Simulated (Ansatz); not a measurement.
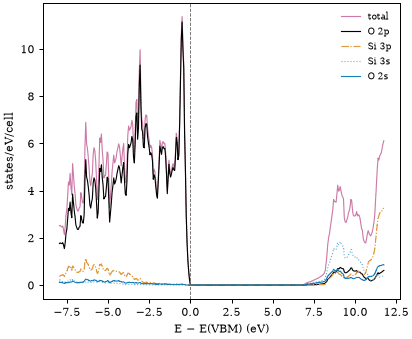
Total and projected density of states of SiO₂ in space group Pbcn (No. 60; Si on 4c, O on 8d), r²SCAN (plane waves, PAW; program Ansatz)

Task: Which orbitals carry the states next to the gap?

Result: Top 1 eV of the valence band: O 2p 98 %. Bottom 1 eV of the conduction band: Si 3s 50 %, O 2s 36 %, O 2p 8 %. Projections are on Löwdin-orthogonalised atomic valence shells; empty p or d shells of many metals are not among them.

Task: Where is the tallest occupied peak in this window, and what makes it?

Result: Near -0.5 eV, about 11 states/eV per cell; the largest projected share is O 2p.

The first step of the workflow began from a Materials Project structure, measured or hypothetical; the Crystallography Open Database copy checked does not list it. It is not the phase usual at ambient conditions (space group No. 92, 152, 154). The r²SCAN relaxation kept the symmetry of its start; of distortions, only those at the zone centre were tested.

Potentials: the earlier of the program's two PAW sets.
